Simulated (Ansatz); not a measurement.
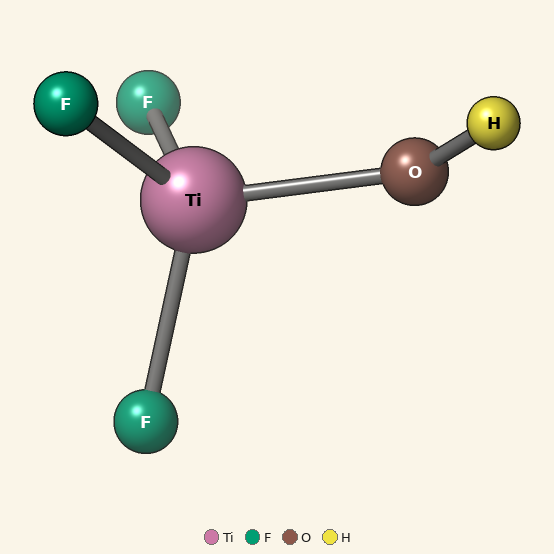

Atoms fade into the background with distance from the viewer. Charge 0, singlet. The computed geometry is a stationary point of PBE0-D4/def2-TZVP, a saddle point of order 1.

Question: List the symmetry elements and name the point group.

Answer: It has 1 mirror plane, so the point group is Cs. The group has 2 operations. The geometry is achiral, and symmetry allows a dipole moment.
